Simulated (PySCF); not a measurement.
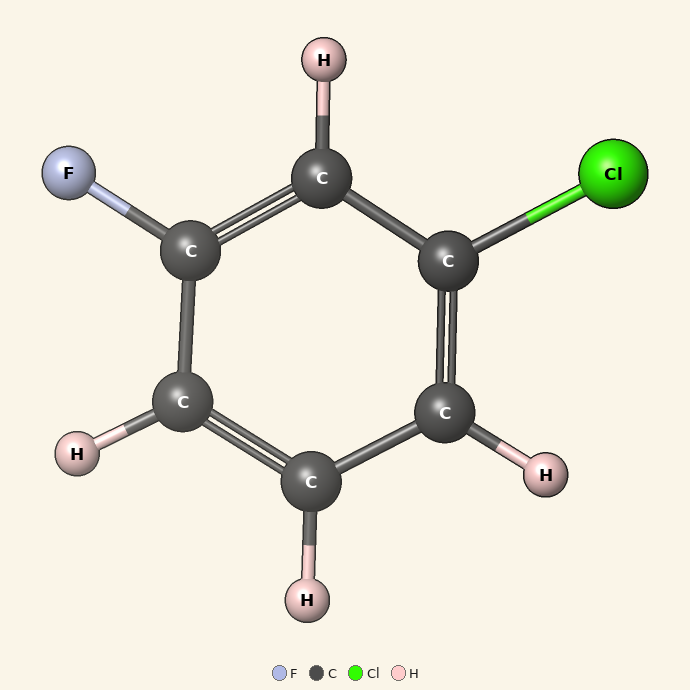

All atoms lie in one plane, which faces the viewer. The geometry was computed by an optimisation with PBE0-D3(BJ)/def2-SVP. No frequency run is at hand to confirm it as a minimum.

Q: List the symmetry elements and name the point group.

A: It has 1 mirror plane, so the point group is Cs. The group has 2 operations. The geometry is achiral, and symmetry allows a dipole moment.
